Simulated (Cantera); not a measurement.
Charge: 1 mol Cu2O, 1000 mol H2, 0.069 mol H2O, held at 0.00230 bar.

Method: chemical equilibrium by Gibbs-energy minimisation in Cantera with the NASA 1993 tables (ideal gas, pure condensed phases). Candidate condensed phases: Cu, CuO, Cu(OH)2, Cu2O, H2O; 12 gas species. Rates play no part.

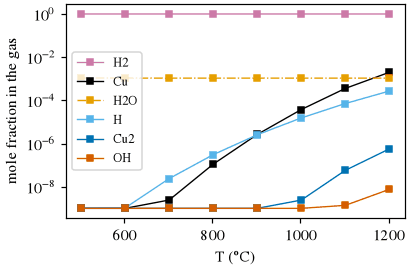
Figure. Equilibrium gas composition (values under 1e-9 drawn at 1e-9)

From 502 °C to 1002 °C the condensed part is Cu(s). At 1102 °C the condensed part is Cu(l). At 1202 °C nothing is condensed.
